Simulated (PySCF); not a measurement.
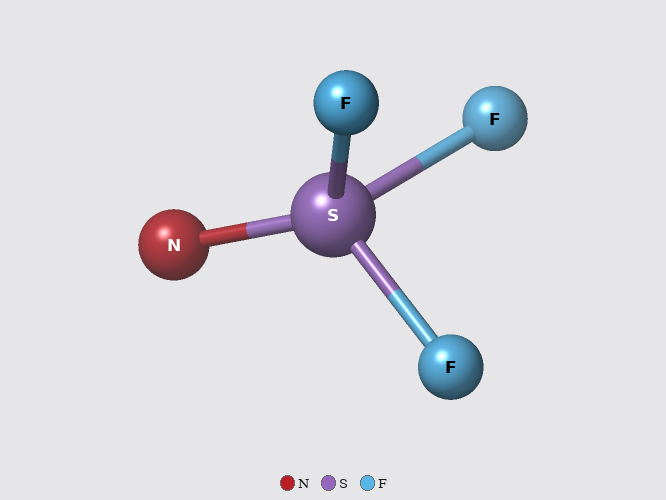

Computed geometry: PBE0-D3(BJ)/def2-SVP optimisation. No frequency run is at hand to confirm it as a minimum. Program: PySCF 2.14.0.

At this fixed geometry, give HOMO–LUMO gap (eV), HOMO energy (eV), dipole (D) at these levels: PBE0/IGLO-III; PBE0/aug-cc-pVDZ; PBE0/cc-pVDZ; PBE0/cc-pVTZ; PBE0/pcSseg-0.

| level | HOMO–LUMO gap (eV) | HOMO energy (eV) | dipole (D) |
| --- | --- | --- | --- |
| PBE0/IGLO-III | 7.91 | −9.95 | 1.63 |
| PBE0/aug-cc-pVDZ | 7.71 | −9.94 | 1.50 |
| PBE0/cc-pVDZ | 7.97 | −9.65 | 1.36 |
| PBE0/cc-pVTZ | 7.99 | −9.82 | 1.62 |
| PBE0/pcSseg-0 | 7.80 | −10.37 | 0.92 |
